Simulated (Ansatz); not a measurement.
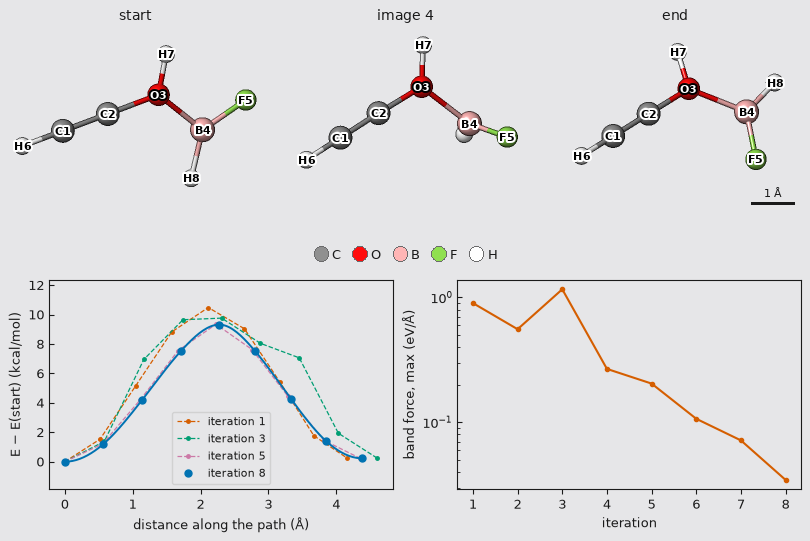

A search for the minimum-energy path of C₂H₃BFO (charge +1) by the nudged elastic band. Images are numbered from 0 (start) to 8 (end). The plot follows the band through its iterations. The picture is a ball-and-stick view, seen at a tilt.

The calculation used RKS B3LYP/def2-SVP (Ansatz). Set-up: 7 movable images; climbing image; force threshold 0.05 eV/Å; iteration limit 48; starting path by image-dependent pair potential.

How did the profile develop, and is the result final?

The run is converged, with reservations. The band converged in 8 iterations. The largest component of the band force went from 0.9 to 0.035 eV/Å. The climbing image converged on the top of the path. Its vibrational analysis gives 2 imaginary modes over 30i cm⁻¹, so it isn't confirmed as a transition state. The first iteration put the highest image at 10.5 kcal/mol. The highest point, image 4, lies 9.3 kcal/mol above the start and 9.1 kcal/mol above the end; the end is at +0.2 kcal/mol relative to the start.

Cost: 2.9 min on 1 thread of Arm Neoverse V1 (shared host), peak memory 0.16 GiB.
